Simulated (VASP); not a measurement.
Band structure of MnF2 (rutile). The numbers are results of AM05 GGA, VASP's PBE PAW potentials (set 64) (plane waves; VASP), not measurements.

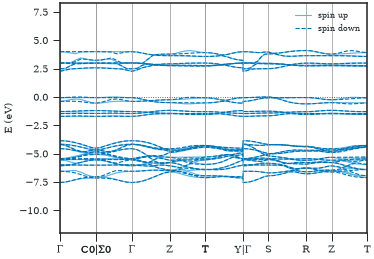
Fig. 1. Bands along high-symmetry lines, zero at the valence-band maximum or, without a gap, the Fermi level

Read the plot: is there a gap, and where are the band edges?

The gap is indirect, 2.26 eV, from the valence maximum at S to the conduction minimum at Γ. (Edges off the drawn lines would not show.)

The compound is MnF2 in the rutile structure. It was relaxed first.
